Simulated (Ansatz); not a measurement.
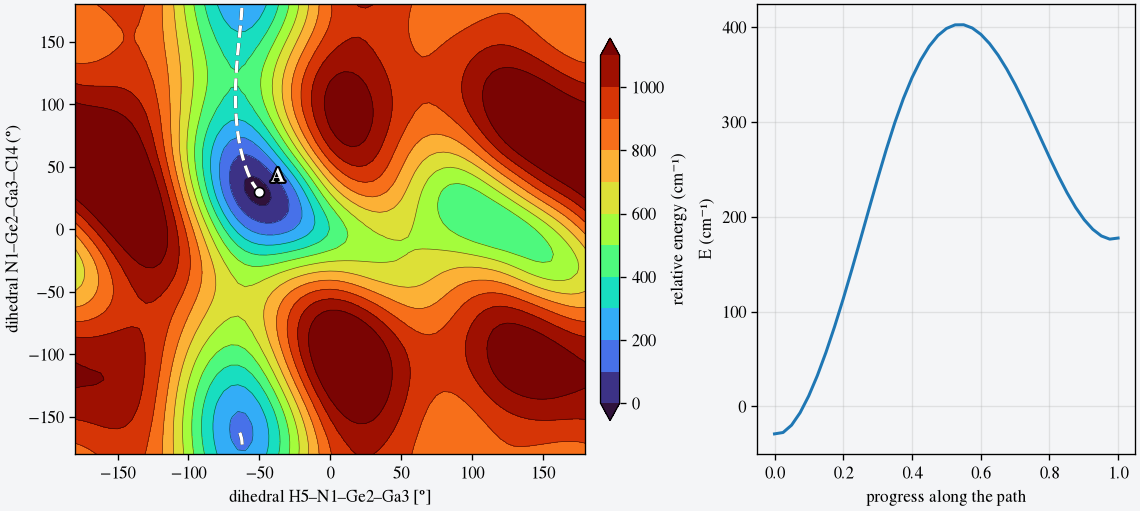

ClGaGeH5N, SMILES [NH2][GeH2][GaH][Cl]. The first coordinate is: dihedral H5–N1–Ge2–Ga3; the second: dihedral N1–Ge2–Ga3–Cl4. Nothing is relaxed (all other coordinates rigid). The scan uses a 12 × 12 grid. Points are written as (first, second). All energies are given in cm⁻¹ relative to the lowest grid point. These are results of RKS PBE0-D4/def2-SVP (Ansatz 0.2.0), not measurements.

In the figure: filled contours, a line along the lowest path, one colour for all values above the top of the scale, the energy along the path at the right, the start A. Between grid points the surface is interpolated.

Describe the path and its barrier.

The easiest path leads from the well at about (−50°, 30°) to the well at about (−65°, −160°), about 210 cm⁻¹ higher (on a rigid scan; wells that are mirror images or exchange like atoms can differ by this much). Its highest point lies about 430 cm⁻¹ above the bottom of the first well on the interpolated surface, at about (−65°, 125°). Seen from the upper well the barrier is about 220 cm⁻¹. This is the barrier on the constrained surface; relaxing the other coordinates would change it.
